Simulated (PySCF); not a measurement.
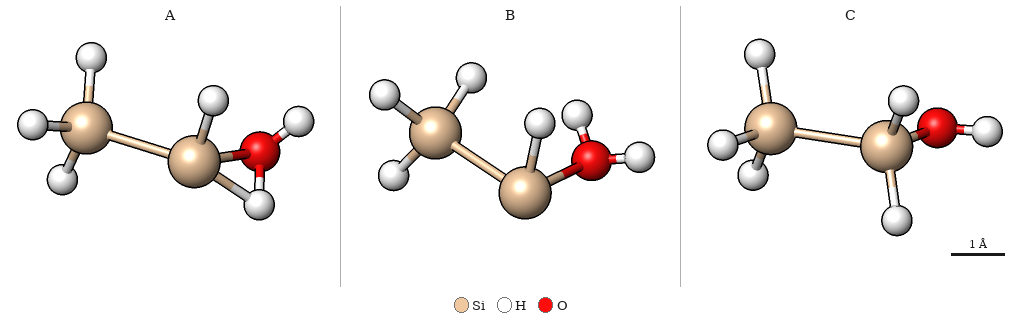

Three geometries of Si₂H₆O: a saddle point and the two minima that it joins, in shuffled order. Style: ball-and-stick. Shown from a free direction. Sticks join atoms that are closer than about 1.2 times the sum of their covalent radii (a little more with hydrogen).

Stationary points at PBE0-D4/def2-TZVP, single-point energies with CCSD(T)/CBS, BHLYP-D4, B3LYP-D4, CCSD(T) (def2-TZVPP where no basis is named; PySCF 2.14.0). The energies are electronic, without zero-point or thermal terms, and both ends are the minima reached downhill from the saddle, with any fragments still in contact. CCSD(T)/CBS stands for a frozen-core estimate: MP2 correlation extrapolated from def2-TZVPP and def2-QZVPP, CCSD(T) minus MP2 from the smaller set.

### Which frame is the transition state, what reaction does it lead through, and what barrier is to be expected?

Frame A is the saddle point. Counted by bonded pieces, B holds H₂O + Si₂H₄ and C holds Si₂H₆O. From B over the saddle to C, bonds form: H–Si (2.58 → 1.63 → 1.49 Å), O–Si (2.06 → 1.91 → 1.65 Å). A bond breaks: H–O (0.96 → 1.26 → 2.60 Å). The saddle has one imaginary mode, 1526i cm⁻¹. With CCSD(T)/CBS the barrier is 23.7 kcal/mol from B and 79.2 kcal/mol from C, and C lies 55.5 kcal/mol below B.

```csv
level,barrier from B (kcal/mol),barrier from C (kcal/mol),C less B (kcal/mol)
CCSD(T)/CBS,23.7,79.2,−55.5
BHLYP-D4,27.6,85.9,−58.3
B3LYP-D4,22.3,77.0,−54.7
CCSD(T),24.5,79.5,−55.0
```

Against CCSD(T)/CBS, CCSD(T) comes closest on the barrier from B (+0.7 kcal/mol) and BHLYP-D4 misses most (+3.9 kcal/mol). At 1 of the 3 structures the mean-field solution behind CCSD(T) isn't stable (a lower one of broken symmetry exists), so those energies are less reliable.
